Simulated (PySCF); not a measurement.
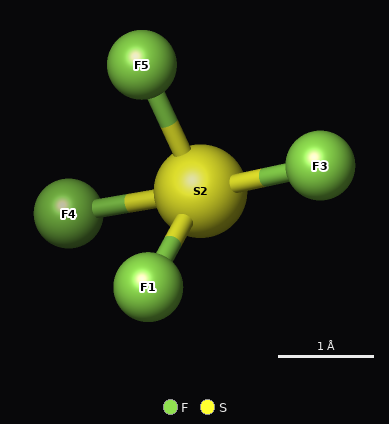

*The structure as given in the input (ball-and-stick view, seen at a tilt; atoms are numbered from 1 in the order of the input).*

Run report: SF4, energy and gradient calculation

SF4, computed with PBE0/def2-SVP, RKS (PySCF 2.14.0).

The geometry comes from this level: PBE0-D4/def2-TZVP. Figures and captions count atoms from 1; the log counts them from 0 in places.

## The input (calc.py)
```python
from pyscf import gto, dft

mol = gto.Mole()
mol.atom = '''
F       -0.561200      -0.228000       1.172800
S        0.064000      -0.357400      -0.243000
F        1.536700      -0.462000       0.491400
F       -1.440100      -0.077300      -0.858200
F        0.400600       1.124600      -0.563100
'''
mol.spin = 0
mol.max_memory = 1860
mol.verbose = 3
mol.basis = 'def2-svp'
mol.build()

mf = dft.RKS(mol, xc='pbe0')
mf.grids.level = 5
mf.conv_tol = 1e-10
mf.kernel()
if not mf.converged:
    mf = mf.newton().run(mf.mo_coeff, mf.mo_occ)

e_final = mf.e_tot
print('E(%s) = %.9f' % ('PBE0', e_final))
grad = mf.nuc_grad_method().kernel()
mf.analyze()
```

Machine: 1 thread of Intel Xeon @ 2.50GHz (Skylake/Cascade Lake), 189 GiB of memory available, shared host.

Command:
```bash
OMP_NUM_THREADS=1 python calc.py
```

## The program's output
```
converged SCF energy = -796.512577025487
E(PBE0) = -796.512577025
--------------- RKS gradients ---------------
         x                y                z
0 F     0.0086053592    -0.0019050078    -0.0195043068
1 S    -0.0040059288     0.0224671778     0.0152920660
2 F    -0.0068065972     0.0008397715    -0.0031254178
3 F     0.0068372868    -0.0009258340     0.0030577645
4 F    -0.0046001016    -0.0204658272     0.0042954573
----------------------------------------------
**** MO energy ****
MO #1   energy= -89.3058870387936  occ= 2
MO #2   energy= -24.8565965440514  occ= 2
MO #3   energy= -24.856329388556   occ= 2
MO #4   energy= -24.77684434425    occ= 2
MO #5   energy= -24.7767235423618  occ= 2
MO #6   energy= -8.27635851824418  occ= 2
MO #7   energy= -6.21830290340853  occ= 2
MO #8   energy= -6.21676432046806  occ= 2
MO #9   energy= -6.20999319595544  occ= 2
MO #10  energy= -1.37641941905549  occ= 2
MO #11  energy= -1.30056233123159  occ= 2
MO #12  energy= -1.22289037712877  occ= 2
MO #13  energy= -1.20409141673104  occ= 2
MO #14  energy= -0.810488685210216 occ= 2
MO #15  energy= -0.653440504718707 occ= 2
MO #16  energy= -0.630516145876995 occ= 2
MO #17  energy= -0.619727170044427 occ= 2
MO #18  energy= -0.550157283772988 occ= 2
MO #19  energy= -0.526550781891203 occ= 2
MO #20  energy= -0.509866692510865 occ= 2
MO #21  energy= -0.508479066575757 occ= 2
MO #22  energy= -0.453442753286342 occ= 2
MO #23  energy= -0.444626091360487 occ= 2
MO #24  energy= -0.433165429819541 occ= 2
MO #25  energy= -0.425891609538674 occ= 2
MO #26  energy= -0.354117318207311 occ= 2
MO #27  energy= -0.0624772961698601 occ= 0
MO #28  energy= 0.0329129195393221 occ= 0
MO #29  energy= 0.0892045327617939 occ= 0
MO #30  energy= 0.317441998327     occ= 0
MO #31  energy= 0.489736244252276  occ= 0
MO #32  energy= 0.528609191844814  occ= 0
MO #33  energy= 0.529998553872792  occ= 0
MO #34  energy= 0.56391447151417   occ= 0
MO #35  energy= 0.637037057850798  occ= 0
MO #36  energy= 0.669171930044766  occ= 0
MO #37  energy= 0.85849822832493   occ= 0
MO #38  energy= 0.881314123780714  occ= 0
MO #39  energy= 1.07237072374677   occ= 0
MO #40  energy= 1.10138509687123   occ= 0
MO #41  energy= 1.11786666509376   occ= 0
MO #42  energy= 1.15797451596904   occ= 0
MO #43  energy= 1.17369670811603   occ= 0
MO #44  energy= 1.18077733432939   occ= 0
MO #45  energy= 1.20317995088026   occ= 0
MO #46  energy= 1.21189304477178   occ= 0
MO #47  energy= 1.27265352918906   occ= 0
MO #48  energy= 1.30498647617405   occ= 0
MO #49  energy= 1.37833025259986   occ= 0
MO #50  energy= 1.42738047794231   occ= 0
MO #51  energy= 1.57912359170419   occ= 0
MO #52  energy= 1.59729307857092   occ= 0
MO #53  energy= 1.87159900303118   occ= 0
MO #54  energy= 2.01013069623849   occ= 0
MO #55  energy= 2.95363550201623   occ= 0
MO #56  energy= 2.98067196507914   occ= 0
MO #57  energy= 2.98975625707691   occ= 0
MO #58  energy= 2.99578881309905   occ= 0
MO #59  energy= 2.9971509280181    occ= 0
MO #60  energy= 3.00807743126446   occ= 0
MO #61  energy= 3.04480607851787   occ= 0
MO #62  energy= 3.05521473305752   occ= 0
MO #63  energy= 3.06917933619784   occ= 0
MO #64  energy= 3.07439741644013   occ= 0
MO #65  energy= 3.07451055804021   occ= 0
MO #66  energy= 3.07633085505023   occ= 0
MO #67  energy= 3.07812481942341   occ= 0
MO #68  energy= 3.1715841263578    occ= 0
MO #69  energy= 3.19452619453213   occ= 0
MO #70  energy= 3.24740718530387   occ= 0
MO #71  energy= 3.30192940713459   occ= 0
MO #72  energy= 3.32697761019681   occ= 0
MO #73  energy= 3.55296574709652   occ= 0
MO #74  energy= 3.65086039974293   occ= 0
 ** Mulliken atomic charges  **
charge of    0F =     -0.34796
charge of    1S =      1.60342
charge of    2F =     -0.45374
charge of    3F =     -0.45377
charge of    4F =     -0.34796
Dipole moment(X, Y, Z, Debye):  0.11725, -0.65314, -0.44379
```

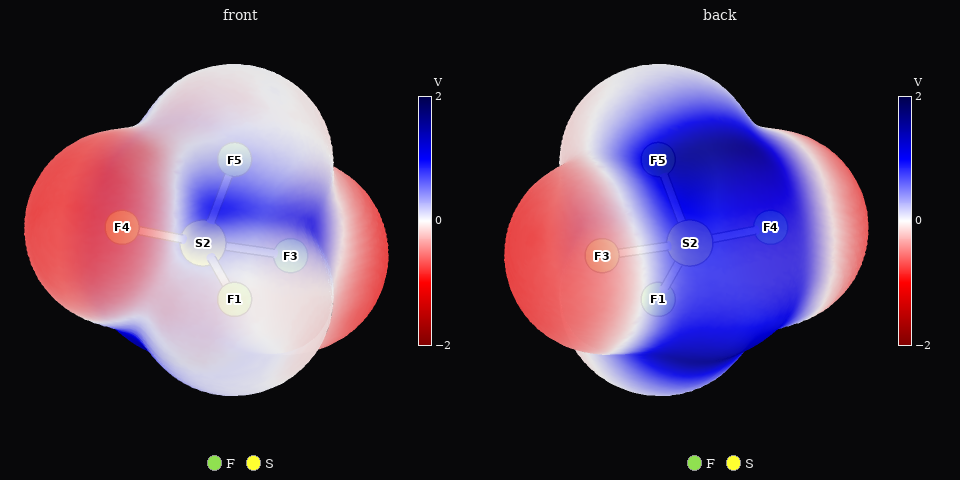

*The molecular electrostatic potential painted on the density surface at 0.001 e/bohr³, seen at a tilt and from behind; the colour scale runs from red (negative) to blue (positive).*

Its dipole moment is 0.80 D.

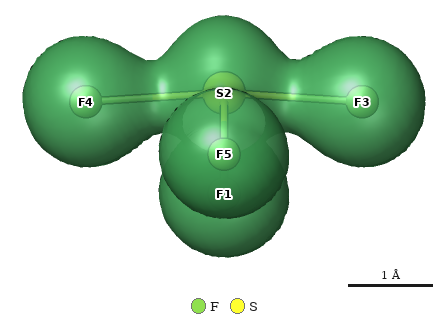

*Isosurface of the electron density at 0.8 e/Å³ (green), seen from the side.*

At this value the surface is in one piece. On the grid the lowest density along these lines, outside the cores, is 1.4 e/Å³ (S–F, 1.55 Å) and 1.2 e/Å³ (S–F, 1.65 Å).

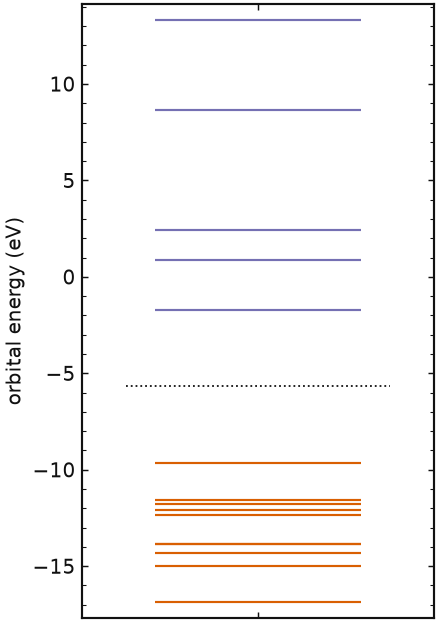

*Orbital energies near the frontier; the dotted line parts filled from empty levels, and levels within 0.02 eV of each other stand side by side.*

Highest filled −9.64 eV, lowest empty −1.70 eV, 7.94 eV apart.

## Results in brief

```json
{"quantity": "outcome", "value": "converged"}
{"quantity": "total energy", "value": "−796.512577 hartree"}
{"quantity": "basis functions", "value": "74"}
{"quantity": "largest force", "value": "1.413 eV/Å"}
{"quantity": "HOMO", "value": "−9.64 eV"}
{"quantity": "LUMO", "value": "−1.70 eV"}
{"quantity": "dipole moment", "value": "0.80 D"}
{"quantity": "wall time", "value": "40 s"}
{"quantity": "peak memory", "value": "0.72 GiB"}
```
